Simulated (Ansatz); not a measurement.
# r2SCAN/3-21G run of PH3 (SMILES P)

Aim: the energy change on altering one bond length of PH3 at r2SCAN/3-21G, from 2 runs. 

The results are computed with Ansatz 0.2.0.

60 further runs of the same task are left out: 2 that didn't finish, 58 set aside as unsound or not needed.

### 1 Starting point

PH3: 4 atoms, total charge 0, spin state singlet. As SMILES, `P`. The shape is that of a PBE0-D4/def2-TZVP optimisation.

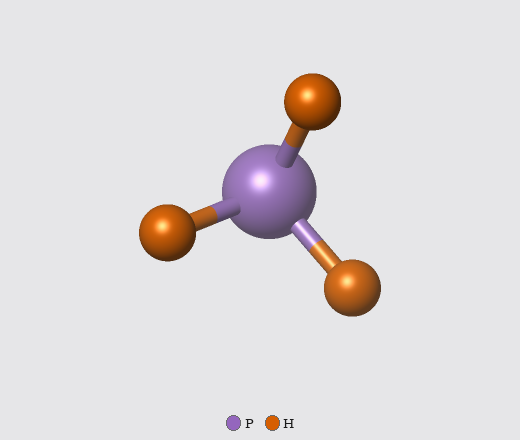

Viewed from a chosen angle; phosphorus purple, hydrogen orange.

### 2 A single-point energy at r2SCAN/3-21G

in.yaml

```yaml
crystal:
  periodic: [false, false, false]
  atoms:
    - {symbol: P, position_ang: [0.346000, -0.326500, -0.332800]}
    - {symbol: H, position_ang: [0.630900, -0.034000, 1.027000]}
    - {symbol: H, position_ang: [-1.005500, -0.663000, -0.057200]}
    - {symbol: H, position_ang: [0.028700, 1.023500, -0.636900]}
basis:
  gaussian: {orbitals: 3-21G.json}
total_charge: 0
hamiltonian: {xc: {name: r2SCAN}}
accuracy: high
```

The basis set 3-21G is read from a file made from the Basis Set Exchange's data (not shown).

Started as:

```console
$ ansatz run in.yaml --threads 1 --pin off --max-ram 2610MiB --events-out events.jsonl --progress --plain --runs-dir runs
```

The program printed:

```text
Warning: RAYON_NUM_THREADS=1 ignored (pool sized by the plan → 1); use --threads N
Functional definition: r2SCAN
  name "r2SCAN"
  parameter k0 = 0.174
  parameter k1 = 0.065
  parameter a1 = 4.9479
  exchange = r2scan_x(k0 = k0, k1 = k1, a1 = a1)
  correlation = r2scan_c
370 factors; integrals over basis functions are off by at most 2.8e-9 eV
mean field evaluation 1: about -9287.6356 eV, gradient 7.3e0 eV
mean field evaluation 2: about -9287.6505 eV, gradient 7.4e0 eV
mean field evaluation 4: about -9287.8305 eV, gradient 2.5e-1 eV
mean field evaluation 8: about -9287.8081 eV, gradient 2.4e-3 eV
mean field evaluation 16: about -9287.8081 eV, gradient 9.6e-9 eV
mean field -9287.80812056 eV, -341.3206529282 hartree, gradient 9.7e-9 eV, S^2 0.000000; 0 other end points of the search recorded, 0 dependent functions left out
reference -9287.80812093 eV, -341.3206529418 hartree; 9, 9 occupied and 10, 10 virtual orbitals, 370 factors
Total energy: -9287.80812093 eV, -341.3206529418 hartree
```

It took 1.8 s on 1 thread of Arm Neoverse V1, shared host; peak memory 0.11 GiB.

### 3 The distorted shape, same level

run.yaml

```yaml
crystal:
  periodic: [false, false, false]
  atoms:
    - {symbol: P, position_ang: [0.425331, -0.664026, -0.256769]}
    - {symbol: H, position_ang: [0.710231, -0.371526, 1.103031]}
    - {symbol: H, position_ang: [-0.926169, -1.000526, 0.018831]}
    - {symbol: H, position_ang: [0.028700, 1.023500, -0.636900]}
basis:
  gaussian: {orbitals: 3-21G.json}
hamiltonian: {xc: {name: r2SCAN}}
accuracy: high
```

The basis set 3-21G is read from a file made from the Basis Set Exchange's data (not shown).

Started as:

```console
$ ansatz run run.yaml --threads 1 --pin off --max-ram 2610MiB --events-out events.jsonl --progress --plain --runs-dir runs
```

The program printed, shortened:

```text
Warning: RAYON_NUM_THREADS=1 ignored (pool sized by the plan → 1); use --threads N
[... 7 set-up lines as earlier in the session ...]
370 factors; integrals over basis functions are off by at most 3.8e-9 eV
mean field evaluation 1: about -9287.0584 eV, gradient 6.6e0 eV
mean field evaluation 2: about -9286.9406 eV, gradient 8.5e0 eV
mean field evaluation 4: about -9287.2294 eV, gradient 2.4e-1 eV
mean field evaluation 8: about -9287.2088 eV, gradient 3.9e-3 eV
mean field evaluation 16: about -9287.2088 eV, gradient 6.8e-9 eV
mean field -9287.20876256 eV, -341.2986269279 hartree, gradient 7.0e-9 eV, S^2 0.000000; 0 other end points of the search recorded, 0 dependent functions left out
reference -9287.20876293 eV, -341.2986269415 hartree; 9, 9 occupied and 10, 10 virtual orbitals, 370 factors
Total energy: -9287.20876293 eV, -341.2986269415 hartree
```

Wall time 1.7 s (1 thread of Arm Neoverse V1, shared host); peak memory 0.11 GiB.

### 4 Summary of results

At r2SCAN/3-21G:

| quantity | value |
| --- | --- |
| first shape: total energy | -341.32065 Eh |
| distorted shape: total energy | -341.29863 Eh |
| energy change with the P1–H4 bond stretched from 1.420 to 1.775 Å | 0.599 eV |

**Reading.** With the P1–H4 bond stretched from 1.420 to 1.775 Å the energy rises by 0.60 eV (57.8 kJ/mol). The first shape isn't relaxed at this level, so the change isn't measured from a minimum.
